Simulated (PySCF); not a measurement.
# WOF₂: singlet, from a PBE0 minimum start

Where does singlet WOF₂ go from a PBE0 minimum start, is the end point a minimum, and what are its modes, charges and moments?

Computed with PySCF 2.14.0. Level: PBE0, basis W def2-SVP with ECP60, O def2-SVP, F def2-SVP, scalar-relativistic core potentials, no spin–orbit coupling, density fitting.

## (1) The system as given

4 atoms, charge 0, spin multiplicity 1.

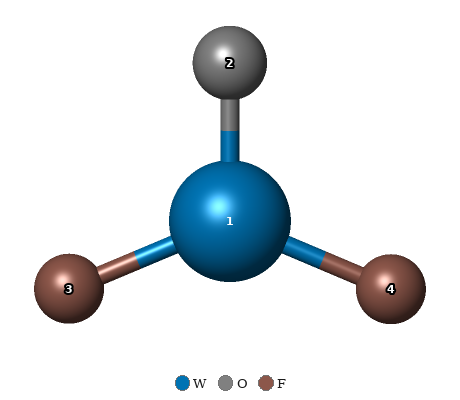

The starting geometry (tungsten blue, oxygen grey, fluorine brown); atoms are numbered from 1 in the order of the file.

Coordinates in bohr (charge 0 multiplicity 1):
```
W    -0.0057    0.0000   -0.0036
O    -2.6815    0.0000   -1.6772
F    -0.5556    0.0000    3.4293
F     2.8405    0.0000   -2.0001
```

## (2) First SCF at the start

The steps below are one call of a driver around PySCF. For each, scf.py gives the equivalent set-up of the SCF; relaxations use the driver's own optimiser. After this first run the driver tries any further starts and a stability analysis.

Contents of scf.py:

```python
from pyscf import gto, scf, dft
mol = gto.M(atom='''
W     -0.003032    -0.000000    -0.001896
O     -1.418971    -0.000000    -0.887547
F     -0.293989     0.000000     1.814722
F      1.503125    -0.000000    -1.058424''',
    basis={'W': 'def2-SVP', 'O': 'def2-SVP', 'F': 'def2-SVP'},
    ecp={'W': 'def2-SVP'},
    charge=0, spin=0)
mf = dft.RKS(mol, xc='PBE0')
mf.grids.atom_grid = (50, 194)
aux = {'W': 'def2-universal-JKFIT', 'O': 'def2-universal-JKFIT', 'F': 'def2-universal-JKFIT'}
mf = mf.density_fit(auxbasis=aux)
mf.conv_tol = 1e-08
mf.diis_space = 10
mf.max_cycle = 60
mf.init_guess = 'minao'
mf.verbose = 4
mf.kernel()
```

Command:

```console
> OMP_NUM_THREADS=2 python axn.py task.json out
```

The runs that follow: Relaxing the singlet from the PBE0 minimum start; Frequencies.

What does the calculation give? Wanted: minimum; geometry; wavenumbers; dipole moment; highest occupied, lowest empty level; polar-tensor charge of W1; zero-point energy; atomisation energy.

The runs gave:

```
                                 quantity                                                           value
                                  minimum                                                    singlet, C2v
                                 geometry  W–F 1.840 Å (×2), W–O 1.670 Å; F–W–F 134.2°, F–W–O 112.9° (×2)
                       wavenumbers (cm⁻¹)     132 (b1), 174 (a1), 254 (b2), 726 (a1), 750 (b2), 1101 (a1)
                            dipole moment                                                          1.42 D
     highest occupied, lowest empty level                                                 -6.91, -3.37 eV
                polar-tensor charge of W1                                                         +1.64 e
                        zero-point energy                                                     18.8 kJ/mol
                      entropy at 298.15 K                                                 309.9 J/(mol K)
atomisation energy (no zero-point energy)                                                     1816 kJ/mol
```

In words: The molecule stays C2v, as typed, and the end point is a minimum. The strongest infrared band lies at 750 cm⁻¹ (b2, stretch). Other starts or spin states, not run here, may lie lower. Whether spin polarisation would lower the closed shell was not checked. Spin–orbit coupling, left out here, can matter for elements this heavy.
